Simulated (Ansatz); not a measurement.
Single-point calculation, with input and output: BSiH4SF

System: BSiH4SF.
Method: RKS PBE0-D4/def2-TZVPP (Ansatz 0.2.0).

The geometry is a transition state. The reaction was set up to form Si2–H4 and to break B1–Si2 and S3–H4 (atoms counted from 1 in the order of the input); sticks are drawn by distance alone. The geometry comes from this level: PBE0-D4/def2-TZVP.

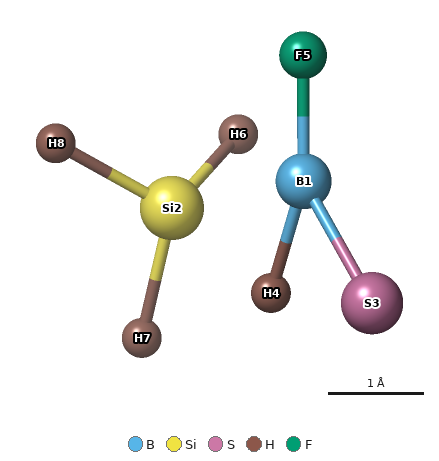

Figure 1. The structure (ball-and-stick view, seen at a tilt; atoms are numbered from 1 in the order of the input). Bond lengths as drawn: B–F 1.33 Å, B–H 1.33 Å, B–S 1.71 Å and H–Si 1.48 Å.

Summary

- outcome: converged
- total energy: −22162.7120 eV
- mean-field energy: −22162.5722 eV
- dispersion energy: −0.1398 eV
- SCF solution under orbital rotations: stable
- HOMO: −7.11 eV
- LUMO: −1.25 eV
- hardware: 4 threads of Arm Neoverse V2, 23 GiB of memory available, shared host
- wall time: 1.6 s (CPU time 5.6 s)
- peak memory: 0.42 GiB

The input
```yaml
crystal:
  periodic: [false, false, false]
  atoms:
    - {symbol: B, position_ang: [-0.854709, 0.918040, 0.070983]}
    - {symbol: Si, position_ang: [0.661683, -0.767445, 0.151687]}
    - {symbol: S, position_ang: [-1.259503, 1.769873, -1.349626]}
    - {symbol: H, position_ang: [-0.179192, 0.443009, -0.976578]}
    - {symbol: F, position_ang: [-1.205058, 0.937786, 1.350524]}
    - {symbol: H, position_ang: [-0.152035, -1.876776, 0.701922]}
    - {symbol: H, position_ang: [1.360223, -1.193176, -1.087553]}
    - {symbol: H, position_ang: [1.628591, -0.231310, 1.138642]}
basis:
  gaussian: {orbitals: def2-TZVPP}
hamiltonian: {xc: pbe0, dispersion: d4}
output: {orbitals: {seedname: orbitals}}
```

Launch command:
```bash
ansatz run in.yaml --threads 4 --pin off --events-out ev --progress --plain --max-ram 9574MiB
```

What the program printed
```
Functional definition: PBE0
  name "PBE0"
  cite "Adamo & Barone, J. Chem. Phys. 110, 6158 (1999) doi:10.1063/1.478522"
  cite "Perdew, Burke & Ernzerhof, Phys. Rev. Lett. 77, 3865 (1996) doi:10.1103/PhysRevLett.77.3865"
  parent pbe
  parameter a = 0.25
  parameter kappa = 0.804
  parameter beta = 0.06672455060314922
  exchange = (1 - a)*pbe_x(kappa = kappa, mu = beta*pi^2/3) + a*exact_x
  correlation = pbe_c(beta = beta)
1167 factors; their error is unknown
mean field evaluation 1: about -22160.8992 eV, gradient 3.0e1 eV
mean field evaluation 2: about -22160.1865 eV, gradient 3.9e1 eV
mean field evaluation 4: about -22162.5247 eV, gradient 2.0e0 eV
mean field evaluation 8: about -22162.5362 eV, gradient 5.7e-2 eV
mean field evaluation 16: about -22162.5722 eV, gradient 2.8e-5 eV
mean field -22162.57215255 eV, -814.4595042751 hartree, gradient 2.8e-5 eV, S^2 0.000000; 0 other end points of the search recorded, 0 dependent functions left out
reference -22162.57218409 eV, -814.4595054343 hartree; 24, 24 occupied and 178, 178 virtual orbitals, 1167 factors
Total energy: -22162.71201111 eV, -814.4646439824 hartree
```

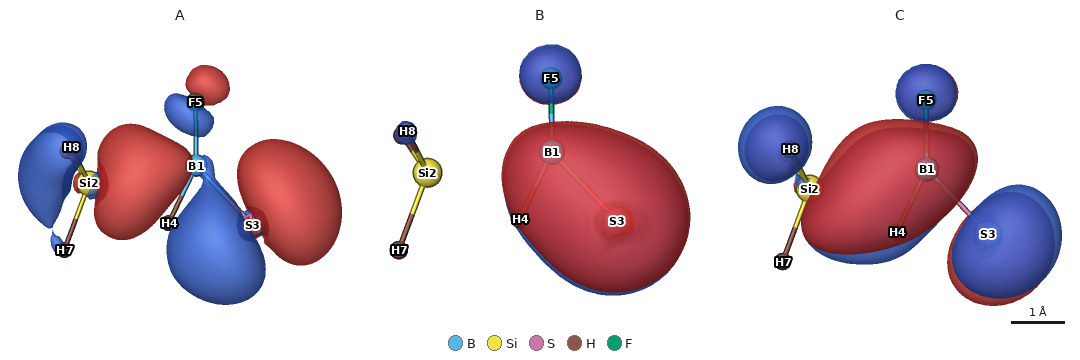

Figure 2. Three frontier orbitals at ±0.08 Å⁻³ᐟ² (red and blue are the two phases). B is the HOMO−1 (−8.07 eV). A is the HOMO (−7.11 eV). C is the LUMO (−1.25 eV). By Hirshfeld shares it lies mainly on B1 (35 %), S3 (30 %) and Si2 (15 %); π-antibonding (π*) across B1–S3. The HOMO–LUMO gap is 5.86 eV between the orbital energies.

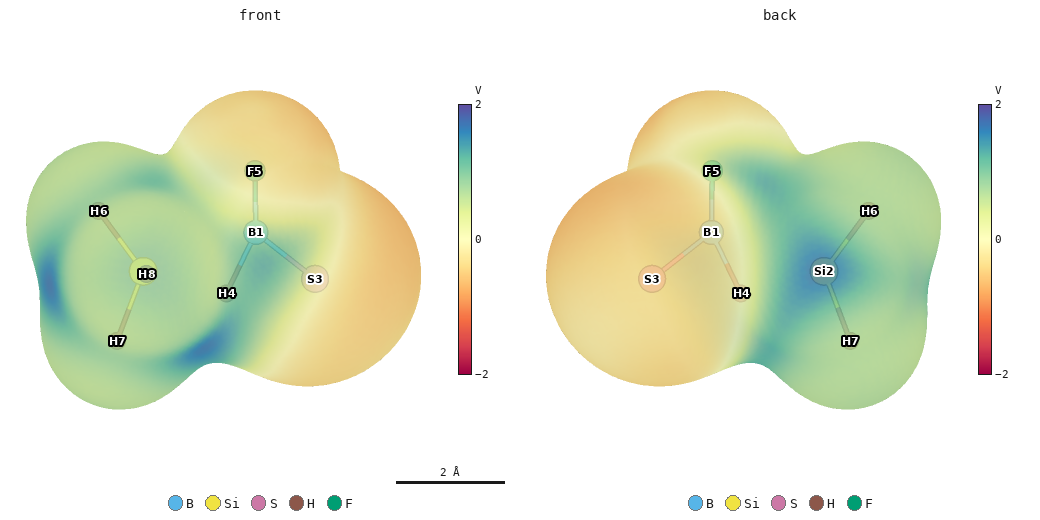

Figure 3. The molecular electrostatic potential painted on the density surface at 0.002 e/bohr³, seen at a tilt and from behind; red is negative and blue positive. A positive charge is drawn to the negative regions and a negative charge to the positive ones.

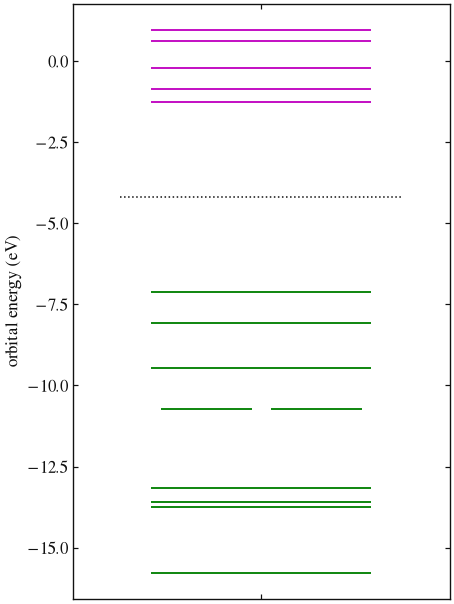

Figure 4. Orbital energies near the frontier; the dotted line parts filled from empty levels, and levels within 0.02 eV of each other stand side by side. Highest filled −7.11 eV, lowest empty −1.25 eV, 5.86 eV apart.
